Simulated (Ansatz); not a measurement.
Frequency calculation of BSiNH₆F₂

System: BSiNH₆F₂.
Method: RHF/6-31G* (Ansatz 0.2.0).

It belongs to a series of runs on one base structure; here: vibrations at the highest image of the band.

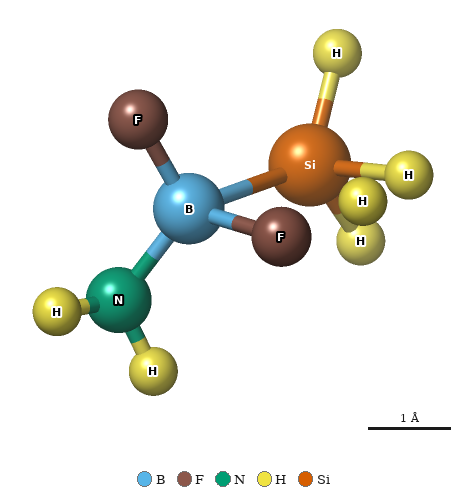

**Figure 1.** The structure as given in the input (ball-and-stick view, seen at a tilt). Bond lengths as drawn: B–F 1.35 to 1.58 Å, B–N 1.45 Å, B–Si 2.13 Å, H–N 1.00 Å and H–Si 1.47 to 1.68 Å.

**Input file**
```yaml
crystal:
  periodic: [false, false, false]
  atoms:
    - { symbol: B, position_ang: [0.162873, 0.286973, -0.083386] }
    - { symbol: F, position_ang: [0.527808, -0.028722, 1.41708] }
    - { symbol: "N", position_ang: [1.200671, -0.075556, -1.028564] }
    - { symbol: H, position_ang: [1.179752, -1.032623, -1.320172] }
    - { symbol: H, position_ang: [2.139358, 0.200909, -0.832229] }
    - { symbol: F, position_ang: [-1.045354, -0.29283, -0.282574] }
    - { symbol: Si, position_ang: [-0.028841, 2.347572, 0.411363] }
    - { symbol: H, position_ang: [0.114171, 2.013618, 2.048231] }
    - { symbol: H, position_ang: [1.069562, 3.333146, 0.375014] }
    - { symbol: H, position_ang: [-1.293652, 3.095906, 0.522947] }
    - { symbol: H, position_ang: [0.294752, 1.134508, 1.904688] }
basis:
  gaussian: { orbitals: "6-31G*" }
hamiltonian:
  xc: hf
phonons: {}
```

Hardware: 1 thread of Arm Neoverse V2, 24 GiB of memory available, shared host.

Run as:
```bash
ansatz run input.yaml --threads 1 --pin off --max-ram 2048MiB --backend cpu --events-out ev --progress --plain --runs-dir out
```

**Output**
```
Engine: ansatz 0.2.0, aarch64-unknown-linux-gnu
Functional definition: HF
  exchange = exact_x
  correlation = 0
975 factors; integrals over basis functions are off by at most 6.8e-4 eV
mean field evaluation 1: about -15517.9376 eV, gradient 4.1e1 eV
mean field evaluation 2: about -15518.0091 eV, gradient 4.1e1 eV
mean field evaluation 4: about -15521.6719 eV, gradient 3.1e0 eV
mean field evaluation 8: about -15521.7114 eV, gradient 2.6e-1 eV
mean field -15521.71159691 eV, -570.4123801926 hartree, gradient 1.1e-5 eV, S^2 0.000000; 0 other end points of the search recorded, 0 dependent functions left out
the calculation of the forces begins
reference -15521.71159691 eV, -570.4123801926 hartree; 25, 25 occupied and 66, 66 virtual orbitals, 975 factors
these checks for a lower state are left out or cut short: stability, starts, cluster_reference, orbital_swaps, neighbouring_geometries, increment
975 factors; integrals over basis functions are off by at most 6.8e-4 eV
mean field evaluation 16: about -15521.7114 eV, gradient 8.5e-5 eV
mean field -15521.71144263 eV, -570.4123745229 hartree, gradient 2.4e-6 eV, S^2 0.000000; 0 other end points of the search recorded, 0 dependent functions left out
[... from here on the field's lines of each further geometry are left out, up to the last ...]
the calculation of the forces begins
reference -15521.71160313 eV, -570.4123804212 hartree; 25, 25 occupied and 66, 66 virtual orbitals, 975 factors
these checks for a lower state are left out or cut short: stability, starts, cluster_reference, orbital_swaps, neighbouring_geometries, increment
975 factors; integrals over basis functions are off by at most 6.8e-4 eV
mean field -15521.71155183 eV, -570.4123785358 hartree, gradient 2.4e-6 eV, S^2 0.000000; 0 other end points of the search recorded, 0 dependent functions left out
the calculation of the forces begins
reference -15521.71155183 eV, -570.4123785358 hartree; 25, 25 occupied and 66, 66 virtual orbitals, 975 factors
WARN: phonons: modes at or below zero, which the zero-point energy, F, S and C_V leave out: 1, the lowest at -1331.44 cm⁻¹. A minimum has none, and a first-order saddle one
Total energy: -15521.71159691 eV, -570.4123801926 hartree
Atom 0 at     0.162873     0.286973    -0.083386 Å, force     0.002871     0.009802     0.010562 eV/Å
Atom 1 at     0.527808    -0.028722     1.417080 Å, force     0.002622    -0.003678    -0.006742 eV/Å
Atom 2 at     1.200671    -0.075556    -1.028564 Å, force    -0.004528    -0.003624    -0.006046 eV/Å
Atom 3 at     1.179752    -1.032623    -1.320172 Å, force     0.003270    -0.002110    -0.002407 eV/Å
Atom 4 at     2.139358     0.200909    -0.832229 Å, force     0.003254     0.000465     0.002761 eV/Å
Atom 5 at    -1.045354    -0.292830    -0.282574 Å, force    -0.003732    -0.002513     0.001070 eV/Å
Atom 6 at    -0.028841     2.347572     0.411363 Å, force    -0.001984    -0.000621    -0.018101 eV/Å
Atom 7 at     0.114171     2.013618     2.048231 Å, force    -0.000305    -0.000232     0.003451 eV/Å
Atom 8 at     1.069562     3.333146     0.375014 Å, force     0.000663     0.001510     0.002732 eV/Å
Atom 9 at    -1.293652     3.095906     0.522947 Å, force     0.000283     0.002395     0.002468 eV/Å
Atom 10 at     0.294752     1.134508     1.904688 Å, force    -0.002414    -0.001394     0.010251 eV/Å
Dipole moment:     0.293190     0.537184     0.195179 e Å
Vibrations: -1331.44 141.65 172.95 263.83 313.86 343.60 374.68 461.99 536.98 555.99 620.91 786.55 821.96 862.06 974.44 1035.89 1134.48 1223.68 1298.25 1361.41 1772.90 1794.30 2105.93 2383.60 2398.13 3765.38 3859.93 cm⁻¹, zero-point energy 1.944403 eV
```

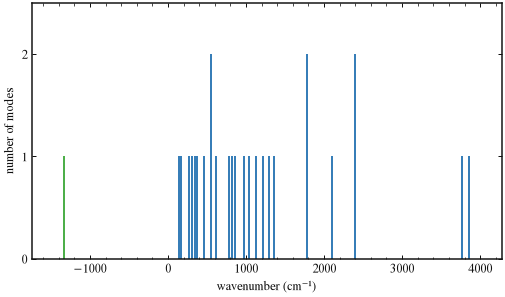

**Figure 2.** Harmonic vibrational wavenumbers from the force constants; neighbouring modes closer than 24 cm⁻¹ are counted in one stick, and imaginary ones are drawn at negative wavenumbers. 27 modes from 1331i to 3860 cm⁻¹, 1 imaginary beyond 8i (1331i cm⁻¹): a first-order saddle point, if the geometry is stationary.

**Key numbers**

```csv
quantity,value
outcome,converged
total energy,−15521.7116 eV
mean-field energy,−15521.7116 eV
largest force (length of the vector),0.018 eV/Å
wall time,91 s
peak memory,0.17 GiB
```
